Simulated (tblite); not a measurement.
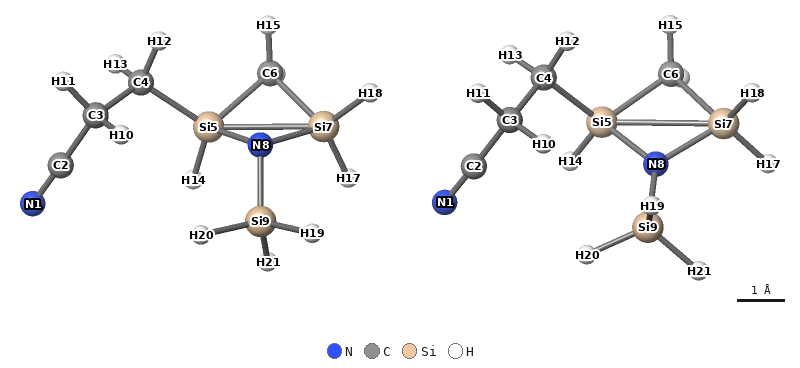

Two geometries of C4H12N2Si3, drawn at one scale. One is the start of a relaxation, the other its converged end. A ball-and-stick model, seen at a tilt.

Computed with GFN2-xTB geometry optimisation, gas phase (tblite). 

> Which geometry has the lower energy?

The right one is the relaxed one. The energy falls by 95.6 kJ/mol in 193 geometry steps. The atom that moves furthest after the best rigid fit is an H atom (1.52 Å). By element the largest moves are H 1.52 Å, N 0.73 Å, Si 0.39 Å, C 0.36 Å. Some distances before and after: Si–Si 2.817 → 3.192 Å, Si–Si 2.785 → 3.155 Å, Si–Si 2.486 → 2.666 Å, N–Si 1.693 → 1.758 Å. Bond angles that change, for instance: Si–N–Si 112.9° → 132.3°, Si–N–Si 110.5° → 129.2°, Si–Si–H 107.1° → 125.1°. Cost: 4.2 s on 1 thread of Arm Neoverse N1, on a shared host.
